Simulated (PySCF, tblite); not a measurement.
# CH₈BP: dynamics, then NMR shifts on frames

How do NMR shifts of CH₈BP (`C[BH2-][PH3+]`) change as the atoms move?

Computed with tblite 0.8.0 and PySCF 2.14.0, with density-fitted response routines of our own, on a single molecule in the gas phase. Atoms count from 0, in the outputs and in this text.

## (1) The starting structure

11 atoms, charge 0, multiplicity 1; geometry from: GFN2-xTB.

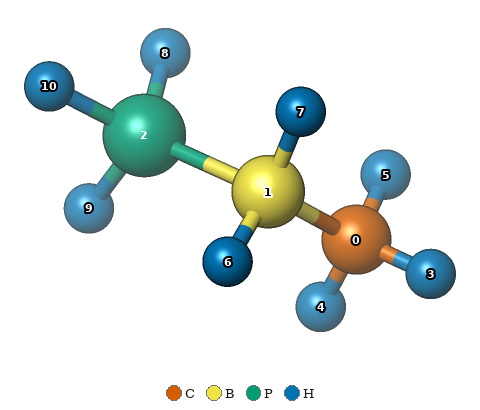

The starting geometry (carbon orange, boron yellow, phosphorus teal, hydrogen blue), atoms numbered.

## (2) A short Langevin run with GFN2-xTB

Job settings and geometry (Å):

```
{"job": {"kind": "md", "xc": "GFN2-xTB", "basis": "xTB", "temperature": 400, "steps": 2000, "every": 50, "frames": 5}, "charge": 0, "multiplicity": 1}
C     -1.333660     0.577781     0.032516
B     -0.381210    -0.697196     0.390139
P      1.368375    -0.163021    -0.226962
H     -2.359688     0.388954     0.340180
H     -1.018184     1.492064     0.537864
H     -1.361524     0.794041    -1.036722
H     -0.240478    -0.902056     1.557908
H     -0.625638    -1.690452    -0.225938
H      1.527060     0.171594    -1.561740
H      1.933518     0.992774     0.286606
H      2.496853    -0.961812    -0.119815
```

Level: GFN2-xTB Langevin dynamics, gas phase.

On the command line:

```
> OMP_NUM_THREADS=1 python probes_run.py task.json out
```

One launch serves the whole session: the jobs run in the order shown.

Log:

```text
t/fs     T/K      E/eV
    0.0   350.9   -270.75063
   25.0   252.0   -270.28274
   50.0   442.0   -270.47092
   75.0   265.7   -270.17857
  100.0   465.7   -270.35328
  125.0   348.5   -270.21770
  150.0   629.8   -270.45609
  175.0   292.9   -270.16170
  200.0   381.7   -270.35223
  225.0   494.4   -270.45233
  250.0   332.4   -270.23211
  275.0   242.8   -270.34479
  300.0   323.7   -270.36353
  325.0   320.9   -270.40761
  350.0   273.0   -270.51630
  375.0   232.3   -270.36674
  400.0   394.9   -270.48931
  425.0   286.1   -270.21167
  450.0   414.3   -270.19059
  475.0   448.6   -270.18028
  500.0   451.5   -270.11827
  525.0   410.8   -270.08852
  550.0   318.2   -270.04224
  575.0   536.0   -270.26193
  600.0   432.0   -270.05322
  625.0   399.3   -270.20694
  650.0   397.3   -270.27575
  675.0   364.9   -270.39853
  700.0   395.6   -270.48109
  725.0   298.6   -270.36849
  750.0   364.9   -270.45027
  775.0   302.7   -270.49458
  800.0   346.6   -270.50841
  825.0   255.6   -270.33326
  850.0   373.6   -270.45412
  875.0   352.2   -270.32698
  900.0   418.3   -270.44403
  925.0   209.5   -270.19402
  950.0   351.1   -270.33356
  975.0   286.7   -270.06096
 1000.0   654.9   -270.42734
```

Run time: 5.4 s. Hardware: 1 thread of Intel Xeon Platinum 8488C, shared host; peak memory 0.18 GiB.

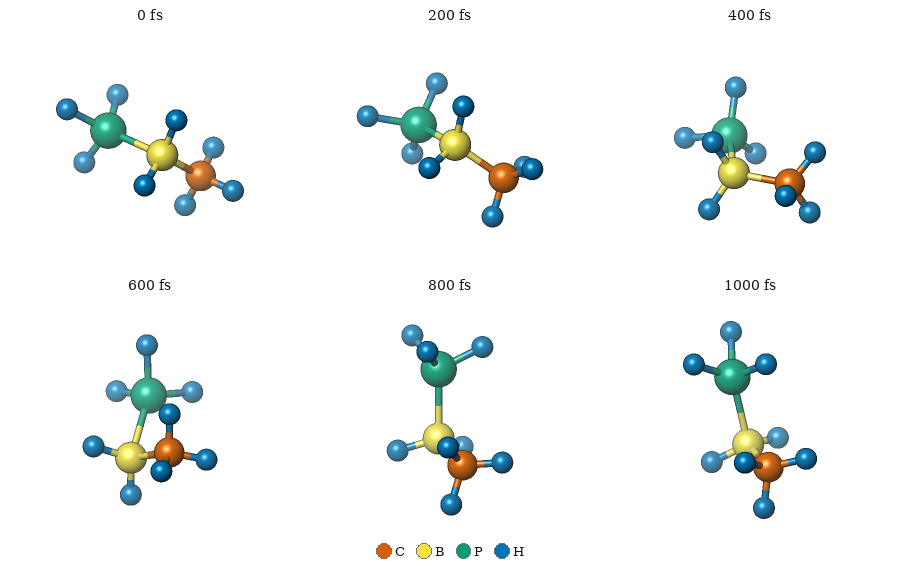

Frames of the run.

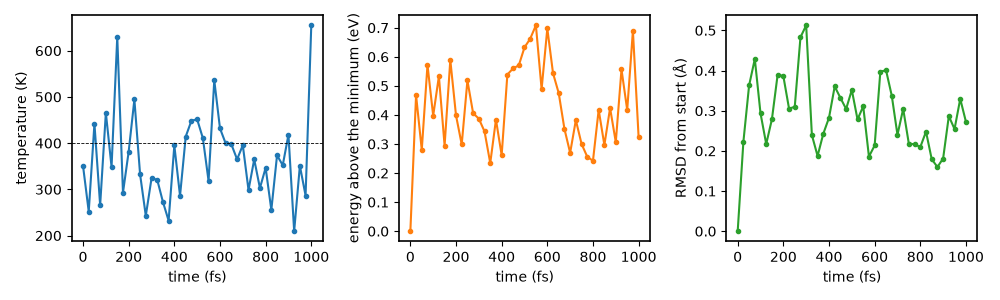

Temperature, potential energy and distance from the start.

Positions (Å) and forces (eV/Å) at 1000 fs:

```xyz
11

C    -2.033   -1.363    0.739   -0.064    0.306    1.942
B    -1.116   -0.485   -0.272   -0.369   -1.332   -0.459
P    -0.379   -2.045   -1.340    1.188    0.831   -0.221
H    -2.154   -0.655    1.622   -0.549   -0.797   -0.927
H    -3.017   -1.730    0.397    0.476    0.429    0.124
H    -1.543   -2.228    1.255   -0.086    0.405   -0.688
H    -1.706    0.168   -1.056    0.016    0.080   -0.117
H    -0.230   -0.010    0.282    0.740    0.516    0.188
H     0.563   -2.993   -0.906   -0.116    0.405    0.077
H    -1.327   -2.965   -1.480   -1.063   -0.825   -0.318
H     0.075   -2.052   -2.683   -0.173   -0.018    0.398
```

## (3) Nuclear shieldings: 250 fs, PBE0/pcSseg-1

Job settings and geometry (Å):

```
{"job": {"kind": "nmr", "xc": "PBE0", "basis": "pcSseg-1", "pop": false}, "charge": 0, "multiplicity": 1}
C     -1.891500    -0.938700     0.358100
B     -0.293800    -1.429200     0.427900
P      0.823900    -0.362800    -0.765600
H     -2.447500    -1.409700     1.122900
H     -2.025500     0.104600     0.630400
H     -2.255000    -0.954300    -0.647400
H      0.267000    -1.465700     1.437400
H      0.006700    -2.455200    -0.187900
H      0.581600     0.161700    -2.030500
H      1.486500     0.706700    -0.317500
H      1.898300    -0.949600    -1.305400
```

Method: GIAO PBE0/pcSseg-1 NMR shielding, non-relativistic, gas phase.

Log:

```text
coarse grid: 8760 points
cycle   1  E = -408.7491485810  dE =  8.172e-02  |g| = 4.238e-01  |ddm| = 2.663e+00
cycle   2  E = -408.7282757700  dE =  2.087e-02  |g| = 5.034e-01  |ddm| = 1.182e+00
cycle   3  E = -408.8081926612  dE = -7.992e-02  |g| = 2.471e-02  |ddm| = 6.449e-01
cycle   4  E = -408.8083066305  dE = -1.140e-04  |g| = 1.340e-02  |ddm| = 3.857e-02
cycle   5  E = -408.8083607524  dE = -5.412e-05  |g| = 2.904e-03  |ddm| = 1.786e-02
cycle   6  E = -408.8083630187  dE = -2.266e-06  |g| = 3.940e-04  |ddm| = 3.096e-03
final grid: 77320 points
cycle   7  E = -408.8252922732  dE = -2.248e-05  |g| = 5.637e-03  |ddm| = 2.005e-02
cycle   8  E = -408.8252891913  dE =  3.082e-06  |g| = 6.543e-03  |ddm| = 1.177e-02
cycle   9  E = -408.8253012461  dE = -1.205e-05  |g| = 2.760e-04  |ddm| = 6.578e-03
cycle  10  E = -408.8253012649  dE = -1.877e-08  |g| = 8.036e-05  |ddm| = 3.710e-04
cycle  11  E = -408.8253012664  dE = -1.521e-09  |g| = 2.309e-05  |ddm| = 1.060e-04
cycle  12  E = -408.8253012666  dE = -1.911e-10  |g| = 3.865e-06  |ddm| = 3.740e-05
converged SCF energy = -408.8253012666

GIAO shielding tensors (ppm)
atom      isotropic    diamagn.    paramagn.     s11        s22        s33       span
  0 C      196.756     248.424     -51.668    185.967    195.955    208.346     22.379
  1 B      144.597     184.768     -40.172    126.482    145.405    161.903     35.421
  2 P      534.361     967.737    -433.376    480.557    520.899    601.627    121.069
  3 H       31.997      29.236       2.762     27.058     28.503     40.430     13.372
  4 H       32.368      31.598       0.770     28.082     30.345     38.677     10.595
  5 H       32.395      30.005       2.389     27.457     30.435     39.293     11.836
  6 H       30.602      28.746       1.855     26.526     30.165     35.114      8.588
  7 H       29.501      27.931       1.571     24.695     29.598     34.211      9.516
  8 H       28.458      30.027      -1.569     24.406     25.451     35.516     11.109
  9 H       29.528      31.791      -2.263     24.662     25.317     38.604     13.942
 10 H       29.414      31.021      -1.607     24.825     25.753     37.664     12.839
```

Wall time 5.1 s (1 thread of Intel Xeon Platinum 8488C, shared host); peak memory 0.46 GiB.

The references, computed at this level on geometries of the same kind, shield at (ppm): 1H TMS 31.72, 13C TMS 186.9, 31P H3PO4 318.4, 11B BF3·OEt2 100.1. Their shielding less the atom's gives the shift. The references are single molecules in the gas phase, so shifts against H2O, NH3, PH3, H3PO4 or CFCl3 are not on the usual liquid scales and can be off by tens of ppm. Each atom is listed at this fixed geometry, with no averaging over motion; a spectrum would average atoms that exchange fast.

| atoms | environment | σ (ppm) | δ (ppm) |
| --- | --- | --- | --- |
| C0 | methyl carbon bonded to B | 196.8 | -9.8 |
| H8 | hydrogen on a phosphorus bonded to B | 28.46 | 3.26 |
| H10 | hydrogen on a phosphorus bonded to B | 29.41 | 2.30 |
| H7 | hydrogen on a boron bonded to C, P | 29.50 | 2.22 |
| H9 | hydrogen on a phosphorus bonded to B | 29.53 | 2.19 |
| H6 | hydrogen on a boron bonded to C, P | 30.60 | 1.12 |
| H3 | hydrogen on a methyl carbon bonded to B | 32.00 | -0.28 |
| H4 | hydrogen on a methyl carbon bonded to B | 32.37 | -0.65 |
| H5 | hydrogen on a methyl carbon bonded to B | 32.39 | -0.68 |
| B1 | boron bonded to C, P, 2 H | 144.6 | -44.5 |
| P2 | phosphorus bonded to B, 3 H | 534.4 | -216.0 |

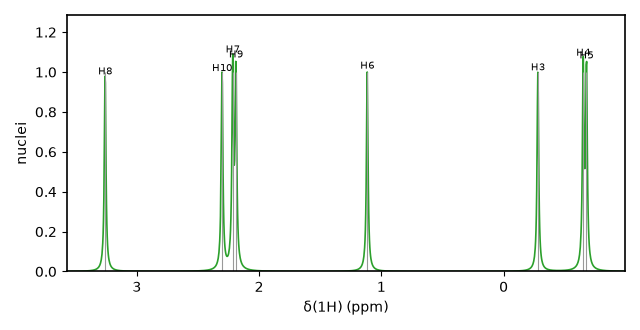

1H lines at the computed shifts, without couplings. Lines are broadened to a width of 0.02 ppm (Lorentzian).

## (4) NMR shieldings: 425 fs, PBE0/pcSseg-1

Job settings and geometry (Å):

```
{"job": {"kind": "nmr", "xc": "PBE0", "basis": "pcSseg-1", "pop": false}, "charge": 0, "multiplicity": 1}
C     -1.485000    -1.871000     0.580800
B      0.021700    -1.463300     0.503400
P      0.527500    -0.568400    -1.086700
H     -1.601100    -2.659000     1.336700
H     -2.145600    -1.065000     0.888600
H     -1.992900    -2.138000    -0.359900
H      0.192300    -0.400800     1.296000
H      0.815900    -2.290600     0.594600
H      0.732300    -1.184600    -2.306300
H      0.270800     0.739900    -1.431200
H      1.902400    -0.482600    -1.001600
```

Level: GIAO PBE0/pcSseg-1 NMR shielding, non-relativistic, gas phase.

Log:

```text
coarse grid: 8760 points
cycle   1  E = -408.7413536516  dE =  1.196e-01  |g| = 4.648e-01  |ddm| = 2.676e+00
cycle   2  E = -408.7085418822  dE =  3.281e-02  |g| = 5.705e-01  |ddm| = 1.342e+00
cycle   3  E = -408.8109421291  dE = -1.024e-01  |g| = 2.214e-02  |ddm| = 7.525e-01
cycle   4  E = -408.8110196479  dE = -7.752e-05  |g| = 1.281e-02  |ddm| = 3.365e-02
cycle   5  E = -408.8110668720  dE = -4.722e-05  |g| = 2.346e-03  |ddm| = 1.700e-02
cycle   6  E = -408.8110683340  dE = -1.462e-06  |g| = 2.789e-04  |ddm| = 2.447e-03
final grid: 77320 points
cycle   7  E = -408.8273036806  dE = -1.829e-05  |g| = 5.838e-03  |ddm| = 2.034e-02
cycle   8  E = -408.8272995278  dE =  4.153e-06  |g| = 7.021e-03  |ddm| = 1.237e-02
cycle   9  E = -408.8273130472  dE = -1.352e-05  |g| = 2.484e-04  |ddm| = 6.867e-03
cycle  10  E = -408.8273130614  dE = -1.421e-08  |g| = 6.779e-05  |ddm| = 4.206e-04
cycle  11  E = -408.8273130625  dE = -1.017e-09  |g| = 1.480e-05  |ddm| = 9.040e-05
cycle  12  E = -408.8273130625  dE = -7.310e-11  |g| = 2.635e-06  |ddm| = 2.667e-05
converged SCF energy = -408.8273130625

GIAO shielding tensors (ppm)
atom      isotropic    diamagn.    paramagn.     s11        s22        s33       span
  0 C      193.432     246.347     -52.915    184.269    195.516    200.512     16.243
  1 B      139.679     189.037     -49.357    127.497    136.688    154.853     27.356
  2 P      513.553     967.425    -453.872    441.892    492.724    606.044    164.152
  3 H       30.998      27.845       3.153     26.079     28.281     38.634     12.556
  4 H       31.667      30.283       1.384     27.134     29.587     38.281     11.147
  5 H       31.757      28.774       2.982     27.129     30.052     38.090     10.961
  6 H       27.800      27.892      -0.092     23.808     27.950     31.641      7.832
  7 H       30.400      30.536      -0.137     25.523     31.057     34.619      9.096
  8 H       28.143      29.184      -1.041     23.838     24.551     36.039     12.201
  9 H       28.300      30.091      -1.790     23.748     24.783     36.370     12.621
 10 H       27.892      30.592      -2.700     23.894     25.290     34.491     10.597
```

Wall time 5.3 s (1 thread of Intel Xeon Platinum 8488C, shared host); peak memory 0.46 GiB.

Key values: δ C0 -6.5, B1 -39.6, P2 -195.2, H6 3.92, H10 3.83 ppm.

## (5) Nuclear shieldings: 625 fs, PBE0/pcSseg-1

Job settings and geometry (Å):

```
{"job": {"kind": "nmr", "xc": "PBE0", "basis": "pcSseg-1", "pop": false}, "charge": 0, "multiplicity": 1}
C     -0.650600    -2.289600     1.179200
B      0.431100    -1.192600     0.714900
P      0.672600    -1.194200    -1.262900
H     -0.492600    -2.749600     2.145500
H     -1.699800    -1.931100     1.133700
H     -0.824200    -3.153500     0.519900
H     -0.173400    -0.051900     0.794600
H      1.492800    -1.247600     1.198400
H      0.427600    -2.302800    -2.006500
H     -0.118400    -0.485500    -2.046500
H      1.788500    -0.695000    -1.836900
```

Level: GIAO PBE0/pcSseg-1 NMR shielding, non-relativistic, gas phase.

Log:

```text
coarse grid: 8760 points
cycle   1  E = -408.7471085525  dE =  5.516e-02  |g| = 4.330e-01  |ddm| = 2.654e+00
cycle   2  E = -408.7180256881  dE =  2.908e-02  |g| = 5.384e-01  |ddm| = 1.215e+00
cycle   3  E = -408.8087770248  dE = -9.075e-02  |g| = 2.673e-02  |ddm| = 6.599e-01
cycle   4  E = -408.8089093861  dE = -1.324e-04  |g| = 1.452e-02  |ddm| = 4.417e-02
cycle   5  E = -408.8089724476  dE = -6.306e-05  |g| = 2.364e-03  |ddm| = 1.857e-02
cycle   6  E = -408.8089739022  dE = -1.455e-06  |g| = 3.823e-04  |ddm| = 2.555e-03
final grid: 77320 points
cycle   7  E = -408.8254436334  dE = -1.821e-05  |g| = 5.482e-03  |ddm| = 1.798e-02
cycle   8  E = -408.8254395120  dE =  4.121e-06  |g| = 6.722e-03  |ddm| = 1.120e-02
cycle   9  E = -408.8254520443  dE = -1.253e-05  |g| = 2.294e-04  |ddm| = 6.286e-03
cycle  10  E = -408.8254520573  dE = -1.295e-08  |g| = 6.403e-05  |ddm| = 3.462e-04
cycle  11  E = -408.8254520582  dE = -9.026e-10  |g| = 1.827e-05  |ddm| = 8.363e-05
converged SCF energy = -408.8254520582

GIAO shielding tensors (ppm)
atom      isotropic    diamagn.    paramagn.     s11        s22        s33       span
  0 C      193.687     244.384     -50.696    184.548    190.916    205.599     21.050
  1 B      140.631     188.879     -48.248    120.158    145.836    155.900     35.742
  2 P      518.110     968.076    -449.967    456.716    499.629    597.985    141.269
  3 H       31.508      28.241       3.268     26.715     28.247     39.563     12.848
  4 H       31.095      29.586       1.509     26.230     28.846     38.209     11.979
  5 H       32.172      28.801       3.371     27.513     30.689     38.314     10.800
  6 H       28.085      28.378      -0.293     24.114     28.148     31.993      7.879
  7 H       30.152      29.976       0.175     25.597     30.339     34.520      8.923
  8 H       29.196      29.799      -0.603     25.330     25.400     36.859     11.529
  9 H       29.670      32.570      -2.901     25.547     26.233     37.229     11.682
 10 H       28.929      30.169      -1.240     24.636     24.940     37.210     12.574
```

Run time: 4.5 s. Hardware: 1 thread of Intel Xeon Platinum 8488C, shared host; peak memory 0.48 GiB.

This run: δ C0 -6.8, B1 -40.6, P2 -199.7, H6 3.63, H10 2.79 ppm.

## (6) NMR shieldings: 800 fs, PBE0/pcSseg-1

Job settings and geometry (Å):

```
{"job": {"kind": "nmr", "xc": "PBE0", "basis": "pcSseg-1", "pop": false}, "charge": 0, "multiplicity": 1}
C     -1.281700    -1.331800     1.164100
B     -0.243900    -0.513400     0.094900
P      0.131600    -1.890000    -1.248000
H     -1.244800    -0.795600     2.148600
H     -2.317900    -1.415900     0.829000
H     -0.942100    -2.381400     1.311700
H     -0.757500     0.468200    -0.374300
H      0.758300    -0.324900     0.670600
H      0.326300    -3.231500    -0.958700
H     -0.856800    -2.125100    -2.123200
H      1.177800    -1.683200    -2.180700
```

With the program's defaults for keys left out, this is: GIAO PBE0/pcSseg-1 NMR shielding, non-relativistic, gas phase.

Log:

```text
coarse grid: 8760 points
cycle   1  E = -408.7574769732  dE = -3.160e-02  |g| = 4.305e-01  |ddm| = 2.628e+00
cycle   2  E = -408.7291557823  dE =  2.832e-02  |g| = 5.330e-01  |ddm| = 1.265e+00
cycle   3  E = -408.8204092437  dE = -9.125e-02  |g| = 3.508e-02  |ddm| = 6.970e-01
cycle   4  E = -408.8206329495  dE = -2.237e-04  |g| = 2.011e-02  |ddm| = 5.435e-02
cycle   5  E = -408.8207545403  dE = -1.216e-04  |g| = 2.448e-03  |ddm| = 2.288e-02
cycle   6  E = -408.8207560683  dE = -1.528e-06  |g| = 4.108e-04  |ddm| = 2.852e-03
final grid: 77320 points
cycle   7  E = -408.8380990851  dE = -1.924e-05  |g| = 5.276e-03  |ddm| = 1.881e-02
cycle   8  E = -408.8380960650  dE =  3.020e-06  |g| = 6.212e-03  |ddm| = 1.108e-02
cycle   9  E = -408.8381071326  dE = -1.107e-05  |g| = 3.944e-04  |ddm| = 6.258e-03
cycle  10  E = -408.8381071712  dE = -3.861e-08  |g| = 9.541e-05  |ddm| = 4.322e-04
cycle  11  E = -408.8381071737  dE = -2.492e-09  |g| = 2.282e-05  |ddm| = 1.447e-04
cycle  12  E = -408.8381071739  dE = -1.791e-10  |g| = 4.431e-06  |ddm| = 3.707e-05
converged SCF energy = -408.8381071739

GIAO shielding tensors (ppm)
atom      isotropic    diamagn.    paramagn.     s11        s22        s33       span
  0 C      180.666     247.795     -67.129    168.479    184.849    188.671     20.192
  1 B      140.980     187.234     -46.254    132.273    140.900    149.765     17.492
  2 P      489.505     967.408    -477.903    424.992    482.556    560.967    135.975
  3 H       29.972      28.880       1.092     25.389     27.286     37.242     11.853
  4 H       31.395      29.984       1.411     27.699     28.940     37.547      9.848
  5 H       31.831      30.045       1.787     27.574     31.005     36.915      9.341
  6 H       29.592      29.048       0.544     26.246     28.715     33.817      7.571
  7 H       30.239      29.982       0.257     26.390     30.132     34.194      7.803
  8 H       28.369      29.106      -0.737     24.580     25.427     35.099     10.519
  9 H       28.868      30.388      -1.521     25.012     25.590     36.002     10.990
 10 H       27.368      28.439      -1.071     22.876     23.652     35.577     12.701
```

Run time: 4.9 s. Hardware: 1 thread of Intel Xeon Platinum 8488C, shared host; peak memory 0.48 GiB.

Key values: δ C0 6.3, B1 -40.9, P2 -171.1, H10 4.35, H8 3.35 ppm.

## (7) NMR shieldings: 1000 fs, PBE0/pcSseg-1

Job settings and geometry (Å):

```
{"job": {"kind": "nmr", "xc": "PBE0", "basis": "pcSseg-1", "pop": false}, "charge": 0, "multiplicity": 1}
C     -2.032800    -1.363400     0.739400
B     -1.116300    -0.485200    -0.272200
P     -0.379200    -2.044600    -1.340300
H     -2.154400    -0.655200     1.621600
H     -3.016700    -1.730500     0.397400
H     -1.542800    -2.227900     1.255100
H     -1.706300     0.168400    -1.056200
H     -0.229500    -0.010200     0.281600
H      0.562600    -2.992900    -0.905600
H     -1.326600    -2.964800    -1.479500
H      0.075400    -2.051600    -2.683500
```

Method: GIAO PBE0/pcSseg-1 NMR shielding, non-relativistic, gas phase.

Log:

```text
coarse grid: 8760 points
cycle   1  E = -408.7585149503  dE = -1.216e-02  |g| = 4.205e-01  |ddm| = 2.631e+00
cycle   2  E = -408.7303194186  dE =  2.820e-02  |g| = 5.240e-01  |ddm| = 1.183e+00
cycle   3  E = -408.8176831235  dE = -8.736e-02  |g| = 3.469e-02  |ddm| = 6.522e-01
cycle   4  E = -408.8179249045  dE = -2.418e-04  |g| = 1.788e-02  |ddm| = 5.608e-02
cycle   5  E = -408.8180186377  dE = -9.373e-05  |g| = 2.452e-03  |ddm| = 2.089e-02
cycle   6  E = -408.8180201652  dE = -1.528e-06  |g| = 3.849e-04  |ddm| = 2.748e-03
final grid: 77320 points
cycle   7  E = -408.8348427297  dE = -1.953e-05  |g| = 5.272e-03  |ddm| = 1.893e-02
cycle   8  E = -408.8348389724  dE =  3.757e-06  |g| = 6.445e-03  |ddm| = 1.110e-02
cycle   9  E = -408.8348507760  dE = -1.180e-05  |g| = 3.458e-04  |ddm| = 6.260e-03
cycle  10  E = -408.8348508066  dE = -3.066e-08  |g| = 8.773e-05  |ddm| = 4.554e-04
cycle  11  E = -408.8348508086  dE = -2.019e-09  |g| = 1.858e-05  |ddm| = 1.308e-04
cycle  12  E = -408.8348508088  dE = -1.277e-10  |g| = 4.166e-06  |ddm| = 3.325e-05
converged SCF energy = -408.8348508088

GIAO shielding tensors (ppm)
atom      isotropic    diamagn.    paramagn.     s11        s22        s33       span
  0 C      178.575     250.116     -71.541    167.604    175.288    192.833     25.228
  1 B      133.866     186.976     -53.110    120.856    132.768    147.975     27.119
  2 P      508.516     966.374    -457.858    471.331    484.237    569.979     98.648
  3 H       29.624      28.831       0.794     24.643     27.051     37.178     12.535
  4 H       31.052      29.337       1.715     27.432     28.356     37.368      9.936
  5 H       31.389      30.439       0.949     27.684     30.263     36.218      8.534
  6 H       29.710      29.490       0.220     26.238     29.312     33.580      7.342
  7 H       30.206      29.527       0.679     26.711     30.156     33.750      7.039
  8 H       28.188      29.064      -0.876     24.498     25.095     34.972     10.474
  9 H       29.946      30.501      -0.555     25.797     27.667     36.374     10.578
 10 H       27.767      28.035      -0.267     23.311     23.648     36.343     13.032
```

It took 4.4 s on 1 thread of Intel Xeon Platinum 8488C, shared host; peak memory 0.48 GiB.

This run: δ C0 8.4, B1 -33.8, P2 -190.1, H10 3.95, H8 3.53 ppm.

## (8) Comparing the runs: NMR shifts

Shifts (ppm) of some atoms, chosen among heavy atoms and hydrogens apart, with basis size and wall time:

| frame | C0 | H10 | H9 | H6 | H3 | B1 | P2 | functions | time |
| --- | --- | --- | --- | --- | --- | --- | --- | --- | --- |
| 250 fs | -9.8 | 2.30 | 2.19 | 1.12 | -0.28 | -44.5 | -216.0 | 98 | 5.1 s |
| 425 fs | -6.5 | 3.83 | 3.42 | 3.92 | 0.72 | -39.6 | -195.2 | 98 | 5.3 s |
| 625 fs | -6.8 | 2.79 | 2.05 | 3.63 | 0.21 | -40.6 | -199.7 | 98 | 4.5 s |
| 800 fs | 6.3 | 4.35 | 2.85 | 2.12 | 1.74 | -40.9 | -171.1 | 98 | 4.9 s |
| 1000 fs | 8.4 | 3.95 | 1.77 | 2.01 | 2.09 | -33.8 | -190.1 | 98 | 4.4 s |

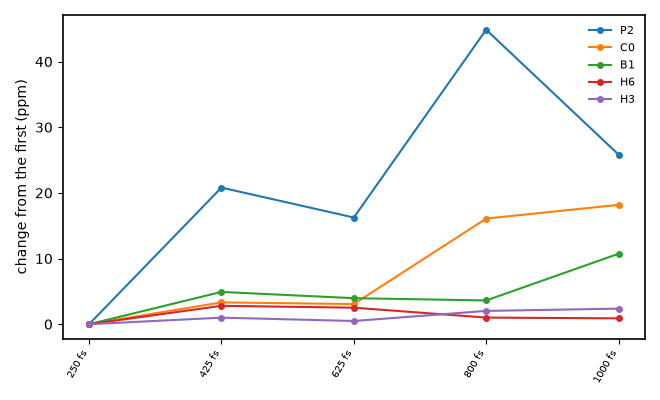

How five of the tabulated atoms move from run to run.

## (9) What came out

| quantity | value |
| --- | --- |
| thermostat | 400 K |
| mean temperature, second half | 377 K |
| mean potential energy above the minimum | 0.45 eV |
| 13C shifts against TMS (PBE0/pcSseg-1, 250 fs) | -9.8 ppm |
| 1H shifts against TMS (PBE0/pcSseg-1, 250 fs) | 3.26, 2.30, 2.22, 2.19, 1.12, -0.28, -0.65, -0.68 ppm |
| 11B shifts against BF3·OEt2 (PBE0/pcSseg-1, 250 fs) | -44.5 ppm |
| 31P shifts against H3PO4 (PBE0/pcSseg-1, 250 fs) | -216.0 ppm |
| range of the shift of P2 | -216.0 to -171.1 ppm |

In words: In the second half the potential energy averages 0.45 eV above the minimum; equipartition over 27 harmonic modes at 400 K would give 0.47 eV. With 11 atoms the temperature swings widely (210 to 655 K). Shifts at one fixed geometry are not the observed spectrum, which averages over the motion. In the first frame run (250 fs): The widest tensor belongs to P2: span 121 ppm, with a paramagnetic part of -433 ppm. Across the 5 runs the shift of P2 moves most, between -216.0 (250 fs) and -171.1 ppm (800 fs).
